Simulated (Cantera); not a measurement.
Input: 1 mol BN, 35 mol Cl2, 4.2 mol H2, equilibrated at 1225 K.

Method: chemical equilibrium by Gibbs-energy minimisation in Cantera with the NASA 1993 tables (ideal gas, pure condensed phases). Candidate condensed phases: B, BN, NH4Cl; 21 gas species. Equilibrium is a limit: real reactors are often held back by kinetics, nucleation or transport.

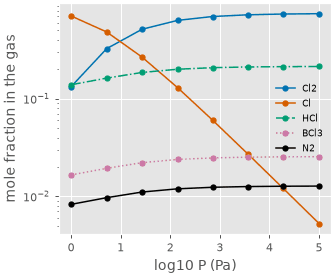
Figure. Equilibrium gas composition (values under 1e-9 drawn at 1e-9)

From 1.00e-5 bar to 1.00 bar nothing is condensed. The main B-bearing gas is BCl3 throughout.
